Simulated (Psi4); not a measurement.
# C2F4O (trifluoroacetyl fluoride): TPSS/cc-pVDZ

Aim: the energy change on altering one bond length of C2F4O (trifluoroacetyl fluoride) at TPSS/cc-pVDZ, from 2 runs. The job is set up through a Python script.

The results are computed with Psi4 1.11.

**1. Starting point**

The species is C2F4O (7 atoms), meant as a singlet with charge 0. SMILES: `O=C(F)C(F)(F)F`. The shape is that of a PBE0-D4/def2-TZVP optimisation.

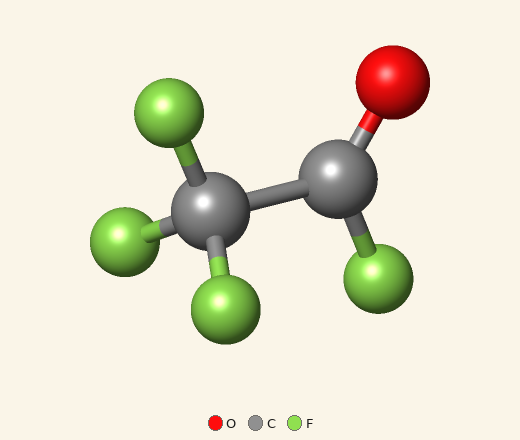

Viewed from a chosen angle; oxygen red, carbon grey, fluorine green.

**2. The energy at TPSS/cc-pVDZ**

The input, c2f4o.xyz:

```xyz
7
C2F4O
O      1.061180    -1.396170     0.701140
C      0.088980    -0.798110     0.435150
F     -1.136840    -1.201010     0.739860
C      0.018150     0.551850    -0.306440
F     -0.697880     0.418270    -1.418740
F     -0.564330     1.461580     0.468830
F      1.230750     0.963590    -0.619810
```

The input, job.py:

```python
import psi4

psi4.set_memory('2200 MB')
psi4.set_num_threads(1)
psi4.set_output_file('c2f4o.out', False)

with open('c2f4o.xyz') as f:
    atoms = ''.join(f.readlines()[2:])
m = psi4.geometry('0 1\n' + atoms + 'symmetry c1')

options = {'basis': 'cc-pVDZ', 'puream': True, 'e_convergence': 1e-09, 'd_convergence': 1e-08, 'scf_type': 'pk', 'dft_radial_points': 99, 'dft_spherical_points': 590}
psi4.set_options(options)

e, wfn = psi4.energy('TPSS', molecule=m, return_wfn=True)
psi4.oeprop(wfn, 'MAYER_INDICES', 'LOWDIN_CHARGES', 'MULLIKEN_CHARGES', title='TPSS')
print(f'total energy {e:.8f} hartree = {e * 27.211386:.5f} eV')
```

Started as:

```console
python job.py
```

c2f4o.out:

```text
[...]
  Running in c1 symmetry.
[...]
  Nuclear repulsion =  336.982269552340540
[...]
  Multiplicity = 1
[...]
  Nalpha       = 28
  Nbeta        = 28
[...]
    Number of basis functions: 98
[...]
   @RKS iter   1:  -550.72529279145510    1.18879e-02   6.92647e-03 ADIIS/DIIS
[...]
   @RKS iter  13:  -550.88461526858430   -5.68434e-13   1.07713e-09 DIIS
[...]
    Orbital Energies [Eh]
    ---------------------
    Doubly Occupied:
       1A    -24.485676     2A    -24.482348     3A    -24.481844
       4A    -24.481828     5A    -18.950409     6A    -10.266278
       7A    -10.187386     8A     -1.270118     9A     -1.210656
      10A     -1.180852    11A     -1.179147    12A     -1.044052
      13A     -0.715716    14A     -0.615843    15A     -0.568961
      16A     -0.564846    17A     -0.554506    18A     -0.477953
      19A     -0.463890    20A     -0.432329    21A     -0.428703
      22A     -0.425780    23A     -0.395959    24A     -0.392887
      25A     -0.370602    26A     -0.364410    27A     -0.359378
      28A     -0.291584
[...]
  @RKS Final Energy:  -550.88461526858430
   => Energetics <=
    Nuclear Repulsion Energy =            336.9822695523405400
    One-Electron Energy =               -1432.4462160027621849
    Two-Electron Energy =                 606.0038034799624711
    DFT Exchange-Correlation Energy =     -61.4244722981251741
    Empirical Dispersion Energy =           0.0000000000000000
    VV10 Nonlocal Energy =                  0.0000000000000000
    Total Energy =                       -550.8846152685842981
[...]
 Multipole Moments:
 ------------------------------------------------------------------------------------
     Multipole            Electronic (a.u.)      Nuclear  (a.u.)        Total (a.u.)
 ------------------------------------------------------------------------------------
 L = 1.  Multiply by 2.5417464519 to convert [e a0] to [Debye]
 Dipole X            :         -1.1914716            0.9793085           -0.2121631
 Dipole Y            :          1.5208305           -1.3638575            0.1569731
 Dipole Z            :         -0.7615779            0.6885256           -0.0730523
 Magnitude           :                                                    0.2738437
[...]
  Mulliken Charges: (a.u.)
   Center  Symbol    Alpha    Beta     Spin     Total
       1     O     4.06433  4.06433  0.00000 -0.12866
       2     C     2.90656  2.90656  0.00000  0.18689
       3     F     4.55693  4.55693  0.00000 -0.11386
       4     C     2.78101  2.78101  0.00000  0.43797
       5     F     4.56641  4.56641  0.00000 -0.13281
       6     F     4.56645  4.56645  0.00000 -0.13290
       7     F     4.55831  4.55831  0.00000 -0.11663
   Total alpha = 28.00000, Total beta = 28.00000, Total charge = -0.00000
  Lowdin Charges: (a.u.)
[...]
```

On the terminal:

```text
total energy -550.88461527 hartree = -14990.33391 eV
```

Run time: 31 s. Hardware: 1 thread of Intel Xeon 6975P-C (Granite Rapids), shared host; peak memory 1.1 GiB.

**3. The distorted shape**

The input, job.py:

```python
import psi4

psi4.set_memory('2200 MB')
psi4.set_num_threads(1)
psi4.core.set_output_file('output.dat', False)

mol = psi4.geometry("""
0 1
O
C 1 1.172007
F 2 1.325825 1 124.03639
C 2 1.54187 1 126.444 3 179.97826
F 4 1.329569 2 109.82491 1 120.48043
F 4 1.329637 5 108.69957 2 -120.14246
F 4 1.7139 5 109.13886 6 -118.93531
symmetry c1
""")

psi4.set_options({
    'basis': 'cc-pVDZ',
    'puream': True,
    'e_convergence': 1e-09,
    'd_convergence': 1e-08,
    'scf_type': 'pk',
    'dft_radial_points': 99,
    'dft_spherical_points': 590,
})

e, wfn = psi4.energy("tpss", molecule=mol, return_wfn=True)
psi4.oeprop(wfn, "LOWDIN_CHARGES", "WIBERG_LOWDIN_INDICES", "MAYER_INDICES")
print(f'tpss energy: {e:.10f} Eh')
```

Started as:

```console
python job.py
```

output.dat:

```text
[...]
  Running in c1 symmetry.
[...]
  Nuclear repulsion =  323.089082207122317
[...]
  Multiplicity = 1
[...]
  Nalpha       = 28
  Nbeta        = 28
[...]
    Number of basis functions: 98
[...]
   @RKS iter   1:  -550.65509952322861   -2.55526e-01   7.30319e-03 DIIS/ADIIS
[...]
   @RKS iter  12:  -550.83863008024900   -1.85310e-11   8.60138e-09 DIIS
[...]
    Orbital Energies [Eh]
    ---------------------
    Doubly Occupied:
       1A    -24.514959     2A    -24.514942     3A    -24.502573
       4A    -24.418827     5A    -18.959832     6A    -10.281611
       7A    -10.205530     8A     -1.268046     9A     -1.225200
      10A     -1.203492    11A     -1.059913    12A     -1.050486
      13A     -0.731863    14A     -0.621019    15A     -0.572412
      16A     -0.571137    17A     -0.525734    18A     -0.491206
      19A     -0.470994    20A     -0.449571    21A     -0.430051
      22A     -0.411250    23A     -0.403554    24A     -0.375680
      25A     -0.372332    26A     -0.321971    27A     -0.321291
      28A     -0.301984
[...]
  @RKS Final Energy:  -550.83863008024900
   => Energetics <=
    Nuclear Repulsion Energy =            323.0890822071223170
    One-Electron Energy =               -1404.8077259719395897
    Two-Electron Energy =                 592.1409856089492223
    DFT Exchange-Correlation Energy =     -61.2609719243809820
    Empirical Dispersion Energy =           0.0000000000000000
    VV10 Nonlocal Energy =                  0.0000000000000000
    Total Energy =                       -550.8386300802490041
[...]
 Multipole Moments:
 ------------------------------------------------------------------------------------
     Multipole            Electronic (a.u.)      Nuclear  (a.u.)        Total (a.u.)
 ------------------------------------------------------------------------------------
 L = 1.  Multiply by 2.5417464519 to convert [e a0] to [Debye]
 Dipole X            :          0.0018254           -0.0001806            0.0016447
 Dipole Y            :          0.3193100           -0.8305161           -0.5112061
 Dipole Z            :          2.1976694           -1.5936883            0.6039811
 Magnitude           :                                                    0.7912822
[...]
```

The script printed:

```text
tpss energy: -550.8386300802 Eh
```

Wall time 28 s (1 thread of Intel Xeon 6975P-C (Granite Rapids), shared host); peak memory 1.1 GiB.

**4. Summary of results**

Level: TPSS/cc-pVDZ.

| quantity | value |
| --- | --- |
| first shape: total energy | -550.88462 Eh |
| first shape: dipole moment | 0.70 D |
| first shape: HOMO energy | -7.93 eV |
| first shape: LUMO energy | -2.34 eV |
| first shape: HOMO–LUMO gap | 5.60 eV |
| distorted shape: total energy | -550.83863 Eh |
| distorted shape: dipole moment | 2.01 D |
| distorted shape: HOMO energy | -8.22 eV |
| distorted shape: LUMO energy | -2.72 eV |
| distorted shape: HOMO–LUMO gap | 5.50 eV |
| energy change with the C4–F7 bond stretched from 1.318 to 1.714 Å | 1.251 eV |

What this shows: With the C4–F7 bond stretched from 1.318 to 1.714 Å the energy rises by 1.25 eV (29 kcal/mol). The first shape isn't relaxed at this level, so the change isn't measured from a minimum. Mulliken charges (first shape) run from -0.13 on F6 to +0.44 on C4; they depend strongly on the basis.
